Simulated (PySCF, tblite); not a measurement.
# 1,1,2-trifluorobuta-1,3-diene (C4H3F3): dynamics, then NMR shifts and electronic excitations on frames, part 2 of 2

tblite 0.8.0 and PySCF 2.14.0. Atoms count from 0.

## Step 8: Excited states and response: 625 fs, PBE0/def2-SVPD

What the job is given:

```
{"job": {"kind": "uv", "xc": "PBE0", "basis": "def2-SVPD", "nstates": 5, "ntriplets": 0}, "charge": 0, "multiplicity": 1}
C      1.653300     0.085600     0.126700
C      0.606600    -0.658500     0.615300
C     -0.735200    -0.530800     0.216300
F     -0.939700     0.565200    -0.669300
C     -1.800000    -1.201400     0.655900
F     -2.984100    -0.919300     0.146500
F     -1.757400    -2.359800     1.398500
H      2.496900    -0.213700     0.743800
H      1.722600     0.383800    -0.893700
H      0.665200    -0.950900     1.667400
```

Level: TDDFT PBE0/def2-SVPD, vertical, gas phase, core orbitals frozen in the response.

Standard output:

```text
coarse grid: 9464 points
cycle   1  E = -452.6931180415  dE =  9.777e-01  |g| = 7.643e-01  |ddm| = 4.565e+00
cycle   2  E = -452.4027849757  dE =  2.903e-01  |g| = 1.403e+00  |ddm| = 2.720e+00
cycle   3  E = -452.8111670828  dE = -4.084e-01  |g| = 1.266e-01  |ddm| = 1.960e+00
cycle   4  E = -452.8127184530  dE = -1.551e-03  |g| = 1.008e-01  |ddm| = 2.961e-01
cycle   5  E = -452.8151551417  dE = -2.437e-03  |g| = 1.436e-02  |ddm| = 1.315e-01
cycle   6  E = -452.8151890928  dE = -3.395e-05  |g| = 7.162e-03  |ddm| = 2.784e-02
cycle   7  E = -452.8152012740  dE = -1.218e-05  |g| = 1.142e-03  |ddm| = 9.942e-03
cycle   8  E = -452.8152015458  dE = -2.718e-07  |g| = 5.460e-04  |ddm| = 2.818e-03
final grid: 95760 points
cycle   9  E = -452.8775864741  dE = -2.426e-05  |g| = 8.699e-03  |ddm| = 7.815e-02
cycle  10  E = -452.8775683208  dE =  1.815e-05  |g| = 1.347e-02  |ddm| = 2.648e-02
cycle  11  E = -452.8776020130  dE = -3.369e-05  |g| = 1.184e-03  |ddm| = 1.389e-02
cycle  12  E = -452.8776023057  dE = -2.926e-07  |g| = 3.684e-04  |ddm| = 2.050e-03
cycle  13  E = -452.8776023360  dE = -3.037e-08  |g| = 1.545e-04  |ddm| = 7.178e-04
cycle  14  E = -452.8776023421  dE = -6.034e-09  |g| = 3.913e-05  |ddm| = 2.447e-04
cycle  15  E = -452.8776023424  dE = -3.126e-10  |g| = 1.501e-05  |ddm| = 6.797e-05
converged SCF energy = -452.8776023424

Static polarisability (au): isotropic 57.979, principal 35.244 48.361 90.332

Singlet excitations
state   eV       nm        f      main configurations
  1   5.3101    233.5   0.46391   H->L 0.90
  2   5.9559    208.2   0.04764   H->L+1 0.83, H->L+2 0.08
  3   6.4709    191.6   0.00126   H->L+2 0.68, H-1->L 0.21
  4   6.8033    182.2   0.10727   H-1->L 0.57, H->L+2 0.15, H->L+3 0.11
  5   7.3509    168.7   0.00873   H-2->L 0.84, H->L+3 0.11
```

Wall time 57 s (1 thread of AMD EPYC, shared host); peak memory 0.72 GiB.

This run: HOMO -7.28 eV, LUMO -1.83 eV; lowest singlet 5.31 eV.

## Step 9: NMR shieldings: 800 fs, PBE0/pcSseg-1

What the job is given:

```
{"job": {"kind": "nmr", "xc": "PBE0", "basis": "pcSseg-1", "pop": false}, "charge": 0, "multiplicity": 1}
C      1.406700    -0.308000     0.351000
C      0.197600    -0.705000     0.625600
C     -1.075500     0.063500     0.399700
F     -0.847800     1.175600    -0.324700
C     -2.156300    -0.372400     0.972300
F     -3.308900     0.150900     1.086900
F     -2.129700    -1.353100     1.802700
H      2.156200    -1.081100     0.486800
H      1.789400     0.679500     0.067700
H     -0.027000    -1.796100     0.788600
```

Level: GIAO PBE0/pcSseg-1 NMR shielding, non-relativistic, gas phase.

Standard output:

```text
coarse grid: 9464 points
cycle   1  E = -452.9985580175  dE =  1.313e+00  |g| = 7.494e-01  |ddm| = 3.004e+00
cycle   2  E = -452.8589283496  dE =  1.396e-01  |g| = 1.152e+00  |ddm| = 1.264e+00
cycle   3  E = -453.0976544826  dE = -2.387e-01  |g| = 1.053e-01  |ddm| = 8.595e-01
cycle   4  E = -453.0992103764  dE = -1.556e-03  |g| = 6.382e-02  |ddm| = 1.332e-01
cycle   5  E = -453.0999980757  dE = -7.877e-04  |g| = 9.109e-03  |ddm| = 5.055e-02
cycle   6  E = -453.1000115270  dE = -1.345e-05  |g| = 3.959e-03  |ddm| = 8.021e-03
cycle   7  E = -453.1000152019  dE = -3.675e-06  |g| = 6.072e-04  |ddm| = 3.468e-03
final grid: 95760 points
cycle   8  E = -453.1598558120  dE = -2.976e-05  |g| = 5.713e-03  |ddm| = 2.561e-02
cycle   9  E = -453.1598520184  dE =  3.794e-06  |g| = 7.685e-03  |ddm| = 9.984e-03
cycle  10  E = -453.1598626655  dE = -1.065e-05  |g| = 7.650e-04  |ddm| = 5.611e-03
cycle  11  E = -453.1598627609  dE = -9.543e-08  |g| = 1.748e-04  |ddm| = 6.109e-04
cycle  12  E = -453.1598627653  dE = -4.399e-09  |g| = 9.169e-05  |ddm| = 1.932e-04
cycle  13  E = -453.1598627673  dE = -1.996e-09  |g| = 1.929e-05  |ddm| = 8.488e-05
cycle  14  E = -453.1598627674  dE = -8.060e-11  |g| = 5.404e-06  |ddm| = 1.667e-05
converged SCF energy = -453.1598627674

GIAO shielding tensors (ppm)
atom      isotropic    diamagn.    paramagn.     s11        s22        s33       span
  0 C       67.770     251.993    -184.223    -38.268     65.547    176.031    214.299
  1 C       51.187     260.162    -208.975    -55.381     65.196    143.745    199.126
  2 C       52.696     249.940    -197.244     20.688     47.630     89.770     69.082
  3 F      366.078     475.164    -109.086    314.048    358.822    425.365    111.317
  4 C       35.570     247.182    -211.612    -15.430     53.612     68.527     83.957
  5 F      286.163     468.202    -182.039    259.145    280.005    319.339     60.194
  6 F      298.129     473.142    -175.013    257.474    298.130    338.782     81.308
  7 H       26.174      28.749      -2.575     23.689     24.282     30.551      6.863
  8 H       25.347      29.782      -4.435     23.034     24.403     28.604      5.569
  9 H       24.649      30.404      -5.754     21.623     23.926     28.398      6.775
```

Run time: 37 s. Hardware: 1 thread of AMD EPYC, shared host; peak memory 0.64 GiB.

This run: δ C4 151.4, C1 135.7, C2 134.2, C0 119.2, H9 7.07, H8 6.37 ppm.

## Step 10: Excited states and response: 800 fs, PBE0/def2-SVPD

The job, as its differences from that of step 9:

```diff
@@ -1,2 +1,2 @@
-{"job": {"kind": "nmr", "xc": "PBE0", "basis": "pcSseg-1", "pop": false}, "charge": 0, "multiplicity": 1}
+{"job": {"kind": "uv", "xc": "PBE0", "basis": "def2-SVPD", "nstates": 5, "ntriplets": 0}, "charge": 0, "multiplicity": 1}
 C      1.406700    -0.308000     0.351000
```

Method: TDDFT PBE0/def2-SVPD, vertical, gas phase, core orbitals frozen in the response.

Standard output:

```text
coarse grid: 9464 points
cycle   1  E = -452.7326915262  dE =  1.263e+00  |g| = 6.964e-01  |ddm| = 4.997e+00
cycle   2  E = -452.6056107674  dE =  1.271e-01  |g| = 1.064e+00  |ddm| = 2.166e+00
cycle   3  E = -452.8241042378  dE = -2.185e-01  |g| = 1.007e-01  |ddm| = 1.501e+00
cycle   4  E = -452.8256114310  dE = -1.507e-03  |g| = 6.036e-02  |ddm| = 2.286e-01
cycle   5  E = -452.8263596331  dE = -7.482e-04  |g| = 8.126e-03  |ddm| = 7.370e-02
cycle   6  E = -452.8263699863  dE = -1.035e-05  |g| = 3.621e-03  |ddm| = 1.443e-02
cycle   7  E = -452.8263731701  dE = -3.184e-06  |g| = 4.511e-04  |ddm| = 5.959e-03
final grid: 95760 points
cycle   8  E = -452.8871651183  dE = -2.424e-05  |g| = 5.860e-03  |ddm| = 1.031e-01
cycle   9  E = -452.8871601101  dE =  5.008e-06  |g| = 8.078e-03  |ddm| = 1.970e-02
cycle  10  E = -452.8871723654  dE = -1.226e-05  |g| = 7.331e-04  |ddm| = 9.201e-03
cycle  11  E = -452.8871724665  dE = -1.011e-07  |g| = 1.598e-04  |ddm| = 1.028e-03
cycle  12  E = -452.8871724708  dE = -4.319e-09  |g| = 8.887e-05  |ddm| = 4.296e-04
cycle  13  E = -452.8871724728  dE = -1.964e-09  |g| = 1.714e-05  |ddm| = 1.691e-04
cycle  14  E = -452.8871724729  dE = -6.446e-11  |g| = 5.686e-06  |ddm| = 3.610e-05
converged SCF energy = -452.8871724729

Static polarisability (au): isotropic 53.586, principal 34.449 45.909 80.399

Singlet excitations
state   eV       nm        f      main configurations
  1   6.0009    206.6   0.38126   H->L 0.83, H->L+1 0.09
  2   6.1890    200.3   0.06630   H->L+1 0.84, H->L 0.10
  3   7.0645    175.5   0.00024   H->L+2 0.76
  4   7.4146    167.2   0.11527   H-1->L 0.57, H-2->L 0.19, H->L+4 0.12
  5   7.5067    165.2   0.03366   H->L+3 0.81, H->L+2 0.10
```

Run time: 44 s. Hardware: 1 thread of AMD EPYC, shared host; peak memory 0.72 GiB.

In short: HOMO -7.22 eV, LUMO -0.81 eV; lowest singlet 6.00 eV.

## Step 11: NMR shieldings: 1000 fs, PBE0/pcSseg-1

What the job is given:

```
{"job": {"kind": "nmr", "xc": "PBE0", "basis": "pcSseg-1", "pop": false}, "charge": 0, "multiplicity": 1}
C      0.406100    -0.360200    -0.569300
C     -0.104000    -0.006600     0.596100
C     -1.546200     0.385200     0.663300
F     -2.142700     1.042700    -0.408600
C     -2.356200     0.155700     1.739600
F     -3.667500     0.485800     1.692300
F     -2.068900    -0.526800     2.828000
H      1.490100    -0.369700    -0.647500
H     -0.128300    -0.227800    -1.508000
H      0.495500    -0.153500     1.460100
```

Level: GIAO PBE0/pcSseg-1 NMR shielding, non-relativistic, gas phase.

Standard output:

```text
coarse grid: 9464 points
cycle   1  E = -452.9846224455  dE =  9.939e-01  |g| = 7.998e-01  |ddm| = 2.888e+00
cycle   2  E = -452.7594497028  dE =  2.252e-01  |g| = 1.368e+00  |ddm| = 1.389e+00
cycle   3  E = -453.1031377082  dE = -3.437e-01  |g| = 1.082e-01  |ddm| = 9.654e-01
cycle   4  E = -453.1044440153  dE = -1.306e-03  |g| = 7.865e-02  |ddm| = 1.459e-01
cycle   5  E = -453.1057040921  dE = -1.260e-03  |g| = 1.183e-02  |ddm| = 6.368e-02
cycle   6  E = -453.1057263310  dE = -2.224e-05  |g| = 5.156e-03  |ddm| = 1.166e-02
cycle   7  E = -453.1057329121  dE = -6.581e-06  |g| = 9.553e-04  |ddm| = 4.986e-03
final grid: 95760 points
cycle   8  E = -453.1670696073  dE = -3.373e-05  |g| = 7.955e-03  |ddm| = 2.227e-02
cycle   9  E = -453.1670543391  dE =  1.527e-05  |g| = 1.247e-02  |ddm| = 1.506e-02
cycle  10  E = -453.1670826115  dE = -2.827e-05  |g| = 1.125e-03  |ddm| = 8.836e-03
cycle  11  E = -453.1670828683  dE = -2.568e-07  |g| = 3.633e-04  |ddm| = 9.799e-04
cycle  12  E = -453.1670828964  dE = -2.810e-08  |g| = 1.390e-04  |ddm| = 3.724e-04
cycle  13  E = -453.1670829006  dE = -4.214e-09  |g| = 2.791e-05  |ddm| = 1.196e-04
cycle  14  E = -453.1670829008  dE = -1.687e-10  |g| = 7.048e-06  |ddm| = 2.641e-05
converged SCF energy = -453.1670829008

GIAO shielding tensors (ppm)
atom      isotropic    diamagn.    paramagn.     s11        s22        s33       span
  0 C       56.669     255.302    -198.634    -58.786     53.951    174.841    233.627
  1 C       50.590     256.706    -206.116    -76.158     74.009    153.920    230.078
  2 C       38.533     248.265    -209.732     -1.190     37.840     78.949     80.139
  3 F      344.191     472.437    -128.246    312.648    357.177    362.748     50.100
  4 C       12.234     250.062    -237.827    -48.829     31.772     53.760    102.589
  5 F      255.146     467.825    -212.680    223.481    255.012    286.944     63.462
  6 F      281.507     472.943    -191.436    268.871    283.846    291.804     22.933
  7 H       25.865      30.568      -4.703     23.012     25.297     29.286      6.274
  8 H       25.493      30.708      -5.215     22.149     24.548     29.783      7.634
  9 H       24.824      32.520      -7.697     22.729     23.609     28.133      5.404
```

It took 32 s on 1 thread of AMD EPYC, shared host; peak memory 0.65 GiB.

Key values: δ C4 174.7, C2 148.4, C1 136.3, C0 130.3, H9 6.89, H8 6.22 ppm.

## Step 12: Ultraviolet spectrum: 1000 fs, PBE0/def2-SVPD

The job, as its differences from that of step 11:

```diff
@@ -1,2 +1,2 @@
-{"job": {"kind": "nmr", "xc": "PBE0", "basis": "pcSseg-1", "pop": false}, "charge": 0, "multiplicity": 1}
+{"job": {"kind": "uv", "xc": "PBE0", "basis": "def2-SVPD", "nstates": 5, "ntriplets": 0}, "charge": 0, "multiplicity": 1}
 C      0.406100    -0.360200    -0.569300
```

With the program's defaults for keys left out, this is: TDDFT PBE0/def2-SVPD, vertical, gas phase, core orbitals frozen in the response.

Standard output:

```text
coarse grid: 9464 points
cycle   1  E = -452.7206731598  dE =  9.427e-01  |g| = 7.439e-01  |ddm| = 4.406e+00
cycle   2  E = -452.5175281287  dE =  2.031e-01  |g| = 1.261e+00  |ddm| = 2.232e+00
cycle   3  E = -452.8296638867  dE = -3.121e-01  |g| = 1.043e-01  |ddm| = 1.494e+00
cycle   4  E = -452.8310297127  dE = -1.366e-03  |g| = 7.293e-02  |ddm| = 2.139e-01
cycle   5  E = -452.8321745972  dE = -1.145e-03  |g| = 1.112e-02  |ddm| = 8.644e-02
cycle   6  E = -452.8321937940  dE = -1.920e-05  |g| = 4.874e-03  |ddm| = 2.035e-02
cycle   7  E = -452.8321999107  dE = -6.117e-06  |g| = 8.709e-04  |ddm| = 9.179e-03
final grid: 95760 points
cycle   8  E = -452.8944520263  dE = -2.460e-05  |g| = 8.307e-03  |ddm| = 7.749e-02
cycle   9  E = -452.8944336335  dE =  1.839e-05  |g| = 1.310e-02  |ddm| = 2.700e-02
cycle  10  E = -452.8944663576  dE = -3.272e-05  |g| = 1.109e-03  |ddm| = 1.557e-02
cycle  11  E = -452.8944666297  dE = -2.721e-07  |g| = 3.121e-04  |ddm| = 1.727e-03
cycle  12  E = -452.8944666510  dE = -2.125e-08  |g| = 1.175e-04  |ddm| = 5.287e-04
cycle  13  E = -452.8944666542  dE = -3.184e-09  |g| = 2.525e-05  |ddm| = 2.149e-04
cycle  14  E = -452.8944666543  dE = -1.355e-10  |g| = 8.041e-06  |ddm| = 4.934e-05
converged SCF energy = -452.8944666543

Static polarisability (au): isotropic 55.731, principal 36.366 47.663 83.166

Singlet excitations
state   eV       nm        f      main configurations
  1   5.3746    230.7   0.29523   H->L 0.84, H->L+1 0.09
  2   6.1850    200.5   0.12400   H->L+1 0.83, H->L 0.10
  3   6.8837    180.1   0.03931   H->L+2 0.85
  4   6.9749    177.8   0.06103   H-1->L 0.69, H->L+3 0.17
  5   7.4588    166.2   0.02905   H->L+4 0.64, H->L+3 0.23
```

Wall time 44 s (1 thread of AMD EPYC, shared host); peak memory 0.73 GiB.

In short: HOMO -7.20 eV, LUMO -1.36 eV; lowest singlet 5.37 eV.

## Step 13: Comparing the runs: NMR shifts

Shifts (ppm) of some atoms, chosen among heavy atoms and hydrogens apart, with basis size and wall time:

```
  frame     C4     C2    H8    H7      F5      F6      F3  functions  time
 250 fs  175.8  138.4  6.54  5.83   -80.6   -99.3  -191.9        134  25 s
 425 fs  170.4  150.1  5.44  5.69   -93.6  -116.9  -159.9        134  34 s
 625 fs  173.9  151.7  6.75  6.44   -95.5  -101.2  -133.0        134  27 s
 800 fs  151.4  134.2  6.37  5.54  -115.2  -127.2  -195.1        134  37 s
1000 fs  174.7  148.4  6.22  5.85   -84.2  -110.6  -173.2        134  32 s
```

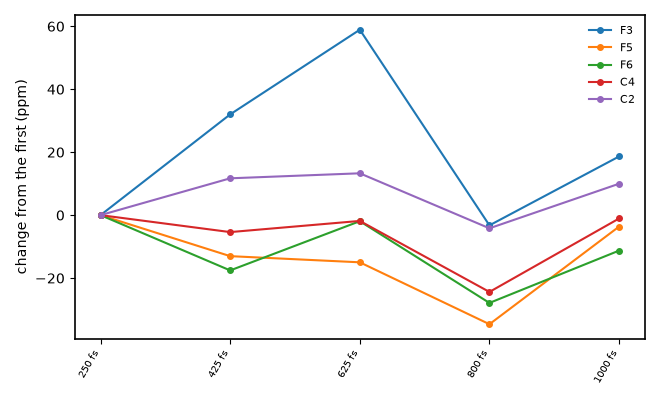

How five of the tabulated atoms move from run to run.

## Step 14: Run by run: electronic excitations

Excitations and ground-state properties, with basis size and wall time:

```
  frame  lowest singlet (eV)  brightest (eV)      f  gap (eV)  α (Å³)  μ (D)  functions  time
 250 fs                 5.43            5.43  0.493      5.57    8.37   2.23        173  39 s
 425 fs                 5.74            5.74  0.262      6.26    8.02   2.12        173  54 s
 625 fs                 5.31            5.31  0.464      5.45    8.59   1.68        173  57 s
 800 fs                 6.00            6.00  0.381      6.41    7.94   1.11        173  44 s
1000 fs                 5.37            5.37  0.295      5.84    8.26   2.09        173  44 s
```

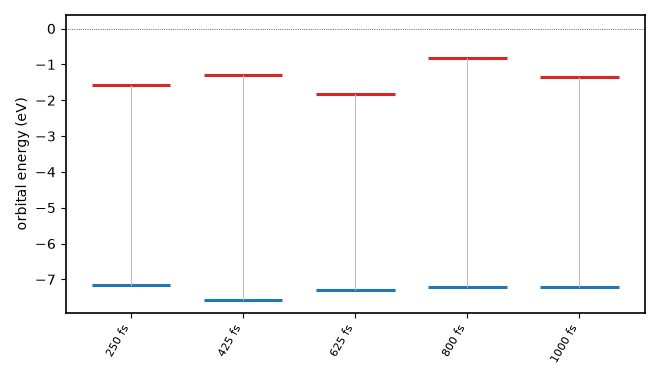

HOMO (blue) and LUMO (red) run by run.

## Step 15: Results

This closing draws on all 2 parts.

| quantity | value |
| --- | --- |
| thermostat | 600 K |
| mean temperature, second half | 623 K |
| mean potential energy above the minimum | 0.63 eV |
| ¹³C shifts against TMS (PBE0/pcSseg-1, 250 fs) | 175.8, 138.4, 132.1, 125.0 ppm |
| ¹H shifts against TMS (PBE0/pcSseg-1, 250 fs) | 7.19, 6.54, 5.83 ppm |
| ¹⁹F shifts against CFCl3 (PBE0/pcSseg-1, 250 fs) | -80.6, -99.3, -191.9 ppm |
| lowest singlet (PBE0/def2-SVPD, 250 fs) | 5.43 eV (228 nm), f = 0.493 |
| range of the shift of F3 | -195.1 to -133.0 ppm |
| range of the lowest singlet | 5.31 to 6.00 eV |

**Reading.** In the second half the potential energy averages 0.63 eV above the minimum; equipartition over 24 harmonic modes at 600 K would give 0.62 eV. With 10 atoms the temperature swings widely (246 to 918 K). Shifts at one fixed geometry are not the observed spectrum, which averages over the motion. In the first frame run (250 fs): The widest tensor belongs to C0: span 244 ppm, with a paramagnetic part of -192 ppm. The first singlet state (HOMO→LUMO 0.94) lies at 5.43 eV and is bright. In ppm, F3 moves most: its shift spreads over 62.2 ppm, from -195.1 (800 fs) to -133.0 (625 fs). The lowest singlet runs from 5.31 eV (625 fs) to 6.00 eV (800 fs), while the orbital gap spans 5.45 to 6.41 eV. The lowest state need not be the same one in every run.
